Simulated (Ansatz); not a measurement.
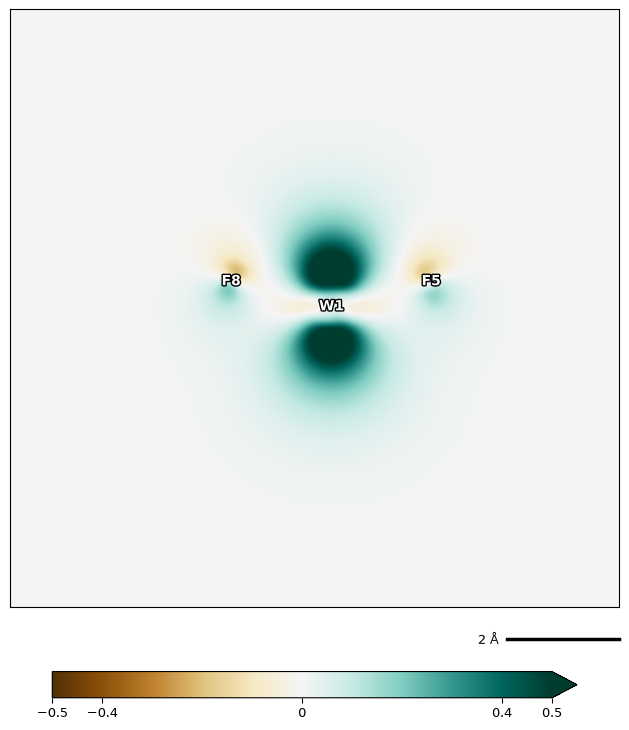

*F₂H₂W···H₂···H₂. The HOMO on the plane of atoms F5, W1 and F8 (values in Å⁻³ᐟ²; the overall sign is arbitrary).*

Core potentials replace the inner electrons of W.

Level of theory: Ansatz, RHF/def2-SVP.

```xyz
9

W    -0.4592    0.4217   -0.4131
H     1.2155    0.5137    3.8407
H     1.0950   -0.9001   -1.5645
H    -1.5707    1.2145    0.5749
F    -1.6645   -0.2871   -1.6114
H    -0.2746   -0.8492    0.6635
H     1.0316   -0.3425   -2.0723
F     1.0052    1.4626   -0.0068
H     1.6497    1.0145    3.4958
```

Where does this orbital lie, and at what energy?

Answer. It lies mainly on W1 (about 85 %). Its energy is −9.97 eV.
